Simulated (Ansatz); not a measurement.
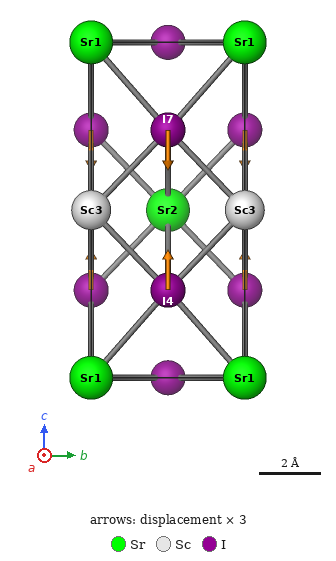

This is a relaxation of a crystal of Sr2ScI5 (a generated structure, set up in P4/mmm) (coarse preliminary run). The starting structure is drawn; orange arrows show the displacements (the part carried along by the change of the cell is left out), 3 times their true length.

Style: ball-and-stick. Shown: the cell of the calculation, along the a axis.

Computed with Ansatz, DFT PBE, scalar-relativistic, plane waves, PAW. Settings: plane-wave cutoff 420 eV; k-point mesh 4 × 4 × 2; occupations gaussian; smearing width 0.1 eV; no spin polarisation; cell and atoms relaxed; force threshold 0.04 eV/Å; at most 70 steps.

Which element moves most?

Answer. Iodine: up to 0.45 Å, against 0.00 Å for strontium.

What happened in the run?

Answer. Over 5 accepted moves (6 points after the start) the energy falls by 358 meV per atom. Largest force component: 1.3 eV/Å at the start, 0.0013 eV/Å at the end. The pressure goes from 0.53 to −0.02 GPa. At 1 point the geometry stayed and the basis and grid were re-selected for the new cell (energy shift of 0.1 meV per atom at most each time). The largest moves relative to the cell, 0.45 Å, are those of I atoms. Sr and Sc stay in place. The drawn cell changes at constant volume: a = b 5.093 → 5.460 Å (+7.2 %), c 11.121 → 9.672 Å (−13.0 %). Some distances before and after: I–Sr 3.680 → 3.302 Å, I–Sc 3.680 → 3.302 Å, I–Sr 3.601 → 3.861 Å, I–Sr 3.862 → 4.041 Å. Among the angles between lasting bonds that change: Sr–I–Sr 87.6° → 111.6°, Sc–I–Sc 87.6° → 111.6°, Sr–I–Sc 95.0° → 81.7°. The space group stays P4/mmm (No. 123). Cost: 2.2 min on 1 thread of Arm Neoverse V1 (shared host), peak memory 0.61 GiB.
